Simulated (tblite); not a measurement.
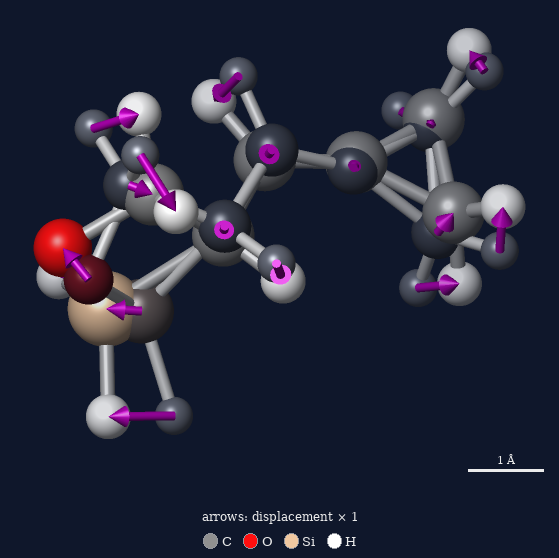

This is a relaxation of C$_{6}$H$_{10}$OSi. The starting structure is drawn faded, the final one solid; purple arrows show the displacements, at their true length. The two geometries are superimposed by the best rigid fit.

Style: ball-and-stick. Shown at a tilt.

Theory: tblite, GFN2-xTB geometry optimisation, gas phase. 

Which element moves most?

Hydrogen: up to 0.95 Å, against 0.56 Å for oxygen.

What happened in the run?

The atom that moves furthest after the best rigid fit is an H atom (0.95 Å). Largest moves by element: H 0.95 Å, O 0.56 Å, Si 0.49 Å, C 0.44 Å. Among the contacts that change: C–Si 1.843 → 1.928 Å, O–Si 1.715 → 1.653 Å, C–O 1.377 → 1.433 Å, C–C 1.512 → 1.464 Å. Among the angles between lasting bonds that change: C–C–O 88.9° → 100.8°, C–Si–O 69.7° → 79.0°, O–C–H 115.8° → 109.2°. Groups turn about C–C by about 40°, C–O by about 35°, C–C by about 30°. Over 135 geometry steps the energy falls by 121.5 kJ/mol. The run took 1.8 s on 1 thread of Arm Neoverse N1, on a shared host.
